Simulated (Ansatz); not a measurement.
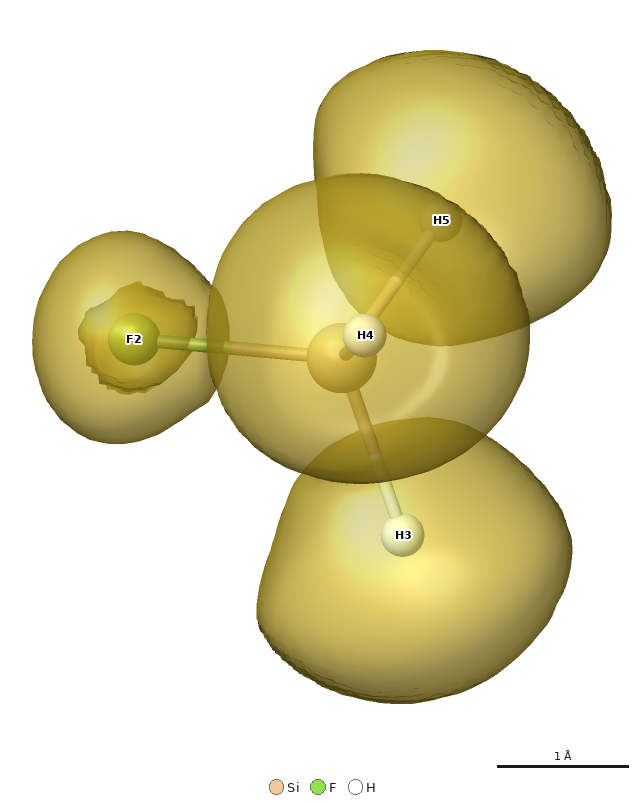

Figure 1: FH3Si. Isosurface of the electron localisation function at 0.75 (yellow), seen at a tilt. Core shells and regions of very low density are left out.

All numbers below come from RKS BLYP-D4/def2-SVP in Ansatz.

```xyz
5

Si    0.0003    0.0000   -0.0132
F     0.0001    0.0000    1.6278
H     1.4185    0.0000   -0.4942
H    -0.7087    1.2282   -0.4945
H    -0.7087   -1.2282   -0.4945
```

Where are the electrons localised?

Answer. At this value the surface marks out three regions around hydrogen nuclei and one region wrapped around F (its lone pairs, merged into a ring or cap).

Values along the shortest contacts:
Si–F (1.64 Å): the ELF peaks at about 0.85 in the valence shell of F, 0.7 Å from its nucleus, and is about 0.35 at the midpoint. Si–H (1.50 Å): the ELF climbs to about 1 towards the hydrogen, as it does in any bond to H.
